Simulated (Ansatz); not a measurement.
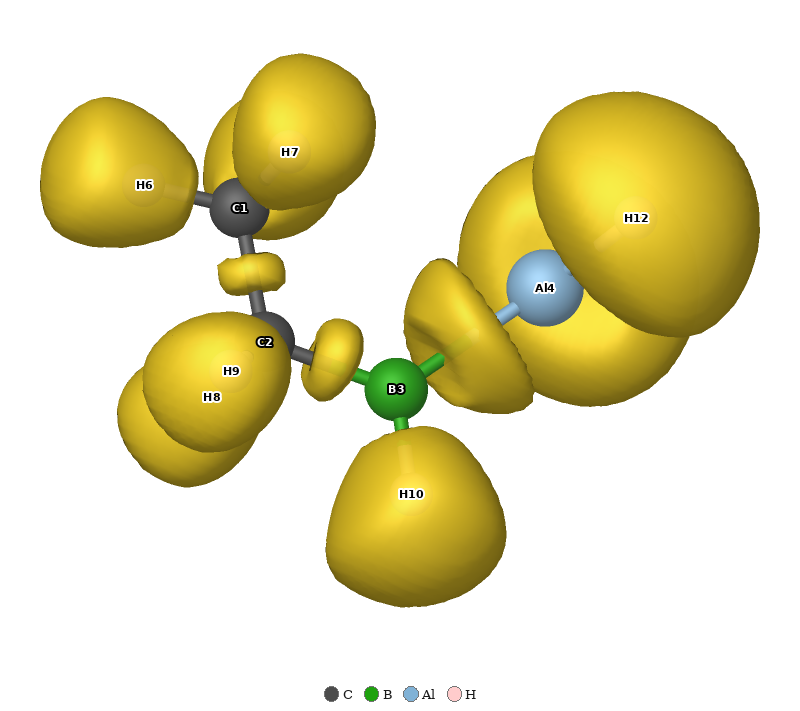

Figure 1: C2H8AlB (SMILES CC[BH][AlH2]). Isosurface of the electron localisation function at 0.85 (yellow), seen at a tilt. Core shells and regions of very low density are left out.

Geometry: PBE0-D4/def2-TZVP.

Computed with RKS PBE0-D4/def2-TZVPP in Ansatz.

The calculation's input:

```
crystal:
  periodic: [false, false, false]
  atoms:
    - {symbol: C, position_ang: [-0.617044, 1.363287, -0.364938]}
    - {symbol: C, position_ang: [0.019968, 0.750962, 0.875019]}
    - {symbol: B, position_ang: [0.608855, -0.689123, 0.784640]}
    - {symbol: Al, position_ang: [0.432920, -2.004178, -0.882427]}
    - {symbol: H, position_ang: [-1.424137, 0.729499, -0.745906]}
    - {symbol: H, position_ang: [-1.044559, 2.350937, -0.173249]}
    - {symbol: H, position_ang: [0.117239, 1.477736, -1.167436]}
    - {symbol: H, position_ang: [-0.720742, 0.674587, 1.691831]}
    - {symbol: H, position_ang: [0.778738, 1.421309, 1.303867]}
    - {symbol: H, position_ang: [1.183021, -1.070163, 1.775232]}
    - {symbol: H, position_ang: [-0.814180, -2.987256, -1.048214]}
    - {symbol: H, position_ang: [1.556920, -2.072899, -2.014221]}
basis:
  gaussian: {orbitals: def2-TZVPP}
hamiltonian: {xc: pbe0, dispersion: d4}
output: {orbitals: {seedname: orbitals}}
```

Launched as:

```sh
ansatz run in.yaml --threads 2 --pin off --events-out ev --progress --plain --max-ram 4352MiB
```

> Where are the electrons localised?

At this value the surface marks out one region between bonded Al–B atoms (shared pairs), one region between bonded B–C atoms (shared pairs), one region between bonded C–C atoms (shared pairs) and eight regions around hydrogen nuclei.

Values along the shortest contacts:
C–C (1.52 Å): the ELF peaks at about 0.95 between the atoms, as expected for localised, covalent bonding. C–B (1.56 Å): the ELF peaks at about 1 between the atoms, as expected for a covalent bond.
